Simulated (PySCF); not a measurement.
# Geometry relaxation, with input and output: Si2PNH8

- system: Si2PNH8, SMILES N[SiH2]P[SiH3]
- method: PBE0-D3(BJ)/def2-SVP geometry optimisation, gas phase (PySCF 2.14.0)

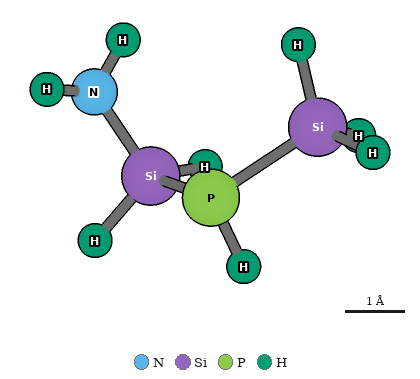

*The structure as given in the input (ball-and-stick view, seen at a tilt).*

Bond lengths as drawn: H–N 1.02 Å, H–P 1.36 Å, H–Si 1.45 to 1.49 Å, N–Si 1.73 Å and P–Si 2.19 to 2.27 Å.

**Input**
```
{"job": {"xc": "PBE0", "basis": "def2-SVP", "d3": "d3bj", "grid": 1, "shake": 0.01, "kind": "geom"}, "charge": 0, "multiplicity": 1}
N      2.216310     0.442920     0.713730
Si     1.193120    -0.749670    -0.004710
P     -0.503720     0.114020    -1.236380
Si    -2.023570     0.478250     0.299080
H      1.795260     1.045300     1.418530
H      2.748570     1.043970     0.089980
H      2.063250    -1.492570    -0.923710
H      0.740090    -1.553860     1.114380
H     -0.978420    -1.097410    -1.623670
H     -3.316580     0.693480    -0.400760
H     -1.672140     1.674550     1.049710
H     -2.222490    -0.627230     1.259510
```

The first line tells a small driver script what to run in PySCF; the rest is the geometry in Å.

Run on 1 CPU thread, shared host.

Run as:
```bash
OMP_NUM_THREADS=1 python <driver script> task.json out
```

**What the program printed**
```
step   0  E = -979.15738095  max force = 0.030355
step   1  E = -979.16350997  max force = 0.007430
step   2  E = -979.16392548  max force = 0.001269
step   3  E = -979.16398448  max force = 0.000672
step   4  E = -979.16401846  max force = 0.001097
step   5  E = -979.16405459  max force = 0.000959
step   6  E = -979.16408704  max force = 0.000633
step   7  E = -979.16413229  max force = 0.000446
step   8  E = -979.16417202  max force = 0.000591
step   9  E = -979.16417981  max force = 0.000356
optimisation converged
```

**Trajectory as extended XYZ (Å, eV, eV/Å), 9 of the 10 frames kept, from step=0 to step=9**
```
12
Properties=species:S:1:pos:R:3:forces:R:3 step=0 energy=-26644.22947
N     2.2163    0.4429    0.7137    0.0343   0.5898   0.1226
Si    1.1931   -0.7497   -0.0047    0.2639   0.7641  -0.1080
P    -0.5037    0.1140   -1.2364    1.2460   1.3549  -0.2437
Si   -2.0236    0.4783    0.2991   -0.6640  -0.3709   0.0585
H     1.7953    1.0453    1.4185    0.0409  -0.1427   0.0676
H     2.7486    1.0440    0.0900    0.0457  -0.1052  -0.0680
H     2.0633   -1.4926   -0.9237    0.1047  -0.3757  -0.3837
H     0.7401   -1.5539    1.1144   -0.4221  -0.6173   0.5272
H    -0.9784   -1.0974   -1.6237   -0.7049  -1.5609  -0.5445
H    -3.3166    0.6935   -0.4008   -0.1557   0.0964  -0.0570
H    -1.6721    1.6745    1.0497    0.2128   0.6531   0.3667
H    -2.2225   -0.6272    1.2595   -0.0015  -0.2856   0.2624
12
Properties=species:S:1:pos:R:3:forces:R:3 step=1 energy=-26644.39625
N     2.1860    0.5513    0.7245    0.0638  -0.0328  -0.3821
Si    1.2102   -0.6818    0.0042   -0.0083  -0.2159  -0.0587
P    -0.4727    0.0900   -1.3278   -0.1527  -0.2687  -0.0984
Si   -2.0198    0.4308    0.2768   -0.0692   0.1083   0.0253
H     1.8617    1.0019    1.5655   -0.1057   0.1400   0.2522
H     2.6348    1.2270    0.1086   -0.0380  -0.1025   0.1295
H     2.0523   -1.4985   -0.9246    0.0090   0.0305   0.0330
H     0.6816   -1.5577    1.1005    0.0551   0.1038  -0.0050
H    -0.9728   -1.2193   -1.7047    0.1857   0.3434   0.1427
H    -3.3432    0.6921   -0.3673    0.0017  -0.0279   0.0038
H    -1.6367    1.6591    1.0458    0.0433  -0.0524  -0.0308
H    -2.1678   -0.6965    1.2495    0.0155  -0.0259  -0.0116
12
Properties=species:S:1:pos:R:3:forces:R:3 step=2 energy=-26644.40755
N     2.1586    0.5520    0.7230   -0.0360   0.0460   0.0016
Si    1.2056   -0.6919   -0.0060   -0.0083  -0.0569  -0.0090
P    -0.4724    0.0883   -1.3382   -0.0249  -0.0652  -0.0402
Si   -2.0097    0.4338    0.2747   -0.0229   0.0337   0.0250
H     1.8142    1.0047    1.5634    0.0031  -0.0184  -0.0265
H     2.6171    1.2271    0.1198    0.0272   0.0076   0.0266
H     2.0644   -1.5057   -0.9191    0.0024   0.0107   0.0035
H     0.6810   -1.5483    1.1014   -0.0004   0.0121   0.0093
H    -0.9593   -1.2124   -1.6970    0.0349   0.0608   0.0220
H    -3.3403    0.6943   -0.3536    0.0034  -0.0100   0.0027
H    -1.6021    1.6548    1.0379    0.0206  -0.0116  -0.0047
H    -2.1433   -0.6984    1.2448    0.0008  -0.0088  -0.0103
12
Properties=species:S:1:pos:R:3:forces:R:3 step=3 energy=-26644.40916
N     2.1368    0.5590    0.7256   -0.0305   0.0237   0.0025
Si    1.2012   -0.6950   -0.0102    0.0089   0.0126   0.0157
P    -0.4721    0.0797   -1.3502    0.0134   0.0158  -0.0171
Si   -1.9979    0.4331    0.2729    0.0003   0.0006   0.0101
H     1.7772    1.0094    1.5606    0.0030  -0.0155  -0.0131
H     2.6070    1.2356    0.1337    0.0194   0.0019   0.0067
H     2.0728   -1.5068   -0.9119    0.0048   0.0038  -0.0002
H     0.6724   -1.5437    1.1006   -0.0054  -0.0087   0.0025
H    -0.9556   -1.2185   -1.7014   -0.0157  -0.0346  -0.0073
H    -3.3331    0.6996   -0.3419   -0.0011   0.0034   0.0029
H    -1.5686    1.6480    1.0328    0.0080  -0.0007   0.0025
H    -2.1262   -0.7020    1.2404   -0.0052  -0.0021  -0.0052
12
Properties=species:S:1:pos:R:3:forces:R:3 step=4 energy=-26644.41008
N     2.1100    0.5708    0.7304   -0.0281   0.0067   0.0067
Si    1.1981   -0.6962   -0.0131    0.0166   0.0414   0.0245
P    -0.4716    0.0640   -1.3656    0.0187   0.0372  -0.0071
Si   -1.9833    0.4306    0.2691    0.0144  -0.0183  -0.0068
H     1.7331    1.0170    1.5597    0.0059  -0.0078  -0.0043
H     2.5925    1.2492    0.1511    0.0092  -0.0042  -0.0065
H     2.0874   -1.5028   -0.9015    0.0063   0.0010  -0.0008
H     0.6648   -1.5419    1.0980   -0.0033  -0.0175  -0.0057
H    -0.9554   -1.2351   -1.7082   -0.0288  -0.0564  -0.0070
H    -3.3223    0.7125   -0.3296   -0.0017   0.0127   0.0024
H    -1.5264    1.6368    1.0266   -0.0013   0.0039   0.0060
H    -2.1132   -0.7065    1.2340   -0.0080   0.0013  -0.0013
12
Properties=species:S:1:pos:R:3:forces:R:3 step=6 energy=-26644.41195
N     2.0174    0.6167    0.7497   -0.0041  -0.0252   0.0197
Si    1.1993   -0.6980   -0.0161    0.0076   0.0325   0.0082
P    -0.4675   -0.0077   -1.4101   -0.0067   0.0095   0.0014
Si   -1.9382    0.4214    0.2491    0.0223  -0.0200  -0.0252
H     1.5913    1.0438    1.5641    0.0069   0.0188   0.0115
H     2.5221    1.3056    0.2035   -0.0111  -0.0114  -0.0233
H     2.1567   -1.4663   -0.8667    0.0050   0.0034  -0.0011
H     0.6667   -1.5605    1.0834    0.0057  -0.0171  -0.0155
H    -0.9599   -1.3169   -1.7087   -0.0078  -0.0136   0.0209
H    -3.2741    0.7865   -0.3098    0.0029   0.0174  -0.0043
H    -1.3899    1.5901    1.0062   -0.0143   0.0039   0.0071
H    -2.1101   -0.7163    1.2064   -0.0063   0.0016   0.0006
12
Properties=species:S:1:pos:R:3:forces:R:3 step=7 energy=-26644.41318
N     1.9927    0.6304    0.7571    0.0117  -0.0225   0.0225
Si    1.2055   -0.6989   -0.0136   -0.0038   0.0051  -0.0088
P    -0.4656   -0.0364   -1.4170   -0.0167  -0.0184  -0.0008
Si   -1.9304    0.4206    0.2392    0.0112   0.0010  -0.0120
H     1.5588    1.0517    1.5702    0.0012   0.0208   0.0083
H     2.4949    1.3234    0.2137   -0.0119  -0.0088  -0.0154
H     2.1850   -1.4446   -0.8595    0.0015   0.0051  -0.0019
H     0.6831   -1.5794    1.0765    0.0054  -0.0050  -0.0095
H    -0.9620   -1.3511   -1.6914    0.0098   0.0170   0.0230
H    -3.2556    0.8227   -0.3201    0.0035   0.0073  -0.0067
H    -1.3592    1.5747    1.0026   -0.0096  -0.0004   0.0036
H    -2.1334   -0.7147    1.1933   -0.0024  -0.0012  -0.0022
12
Properties=species:S:1:pos:R:3:forces:R:3 step=8 energy=-26644.41426
N     1.9916    0.6324    0.7626    0.0167  -0.0125   0.0187
Si    1.2125   -0.7002   -0.0096   -0.0115  -0.0137  -0.0177
P    -0.4645   -0.0505   -1.4123   -0.0132  -0.0304  -0.0043
Si   -1.9351    0.4238    0.2320   -0.0026   0.0199   0.0061
H     1.5617    1.0547    1.5775   -0.0061   0.0123  -0.0019
H     2.4853    1.3260    0.2121   -0.0050  -0.0006  -0.0017
H     2.1988   -1.4299   -0.8618   -0.0012   0.0047  -0.0021
H     0.7018   -1.5969    1.0725    0.0018   0.0054   0.0010
H    -0.9624   -1.3689   -1.6673    0.0167   0.0249   0.0118
H    -3.2481    0.8455   -0.3419    0.0021  -0.0034  -0.0051
H    -1.3637    1.5719    1.0045    0.0011  -0.0041  -0.0004
H    -2.1643   -0.7095    1.1827    0.0011  -0.0025  -0.0043
12
Properties=species:S:1:pos:R:3:forces:R:3 step=9 energy=-26644.41447
N     1.9884    0.6319    0.7664    0.0183  -0.0089   0.0152
Si    1.2140   -0.7020   -0.0088   -0.0105  -0.0089  -0.0104
P    -0.4636   -0.0572   -1.4123   -0.0041  -0.0131  -0.0041
Si   -1.9344    0.4272    0.2288   -0.0048   0.0136   0.0063
H     1.5558    1.0554    1.5794   -0.0076   0.0059  -0.0061
H     2.4803    1.3259    0.2148   -0.0011   0.0029  -0.0001
H     2.2039   -1.4255   -0.8619   -0.0003   0.0034  -0.0008
H     0.7061   -1.6028    1.0710   -0.0006   0.0024   0.0027
H    -0.9613   -1.3764   -1.6578    0.0070   0.0087   0.0039
H    -3.2431    0.8558   -0.3500    0.0009  -0.0029  -0.0026
H    -1.3596    1.5718    1.0037    0.0024  -0.0023  -0.0016
H    -2.1726   -0.7056    1.1777    0.0004  -0.0009  -0.0024
```

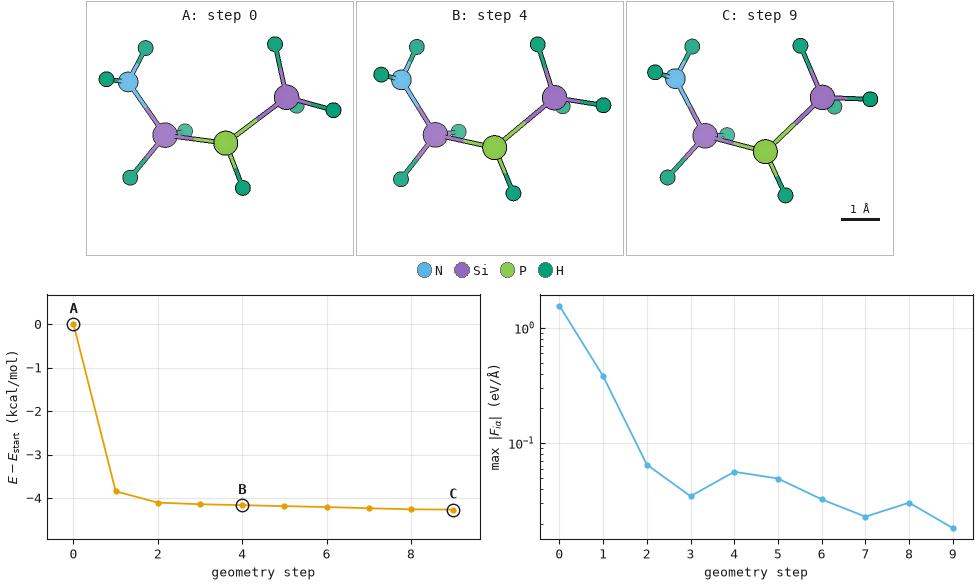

*Frames of the relaxation (ball-and-stick view, seen on its broad side) above the curves, on which the letters mark them (steps are counted from 0).*

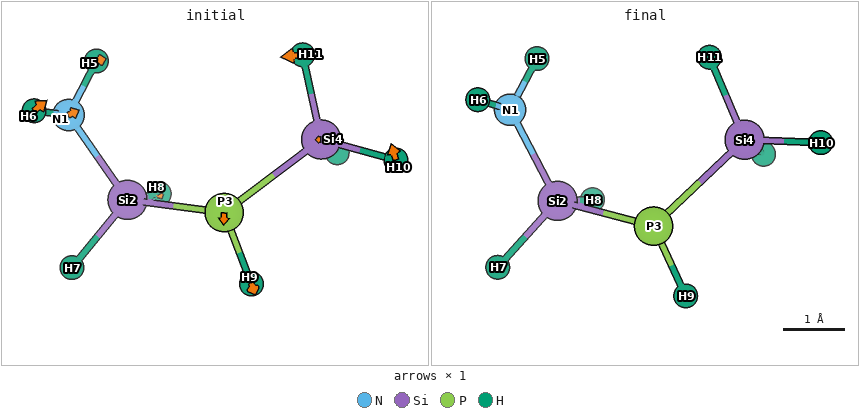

*Before (left) and after (right) the relaxation, at one scale (ball-and-stick view, seen on its broad side). The orange arrows give the displacements, at true length.*

H11 moves most after the best rigid fit: 0.39 Å. By element the largest moves are H 0.39 Å, N 0.23 Å, P 0.23 Å, Si 0.11 Å. Among the contacts that change: P3–H9 1.358 → 1.431 Å, P3–Si4 2.191 → 2.256 Å, Si2–H8 1.451 → 1.495 Å, Si4–H11 1.455 → 1.497 Å. Among the angles that change: Si2–P3–Si4 101.6° → 95.3°, N1–Si2–H7 105.0° → 109.5°, H5–N1–H6 106.9° → 110.9°. The energy falls by 4.27 kcal/mol in 9 geometry steps. Largest force component: 1.6 eV/Å at the start, 0.018 eV/Å at the end. (Atoms are counted from 1 in the order of the input.)

**Results in brief**

```tsv
quantity	value
outcome	converged
total energy	−979.164180 hartree
dipole moment	1.05 D
point group	C1
wall time	70 s
peak memory	0.44 GiB
```
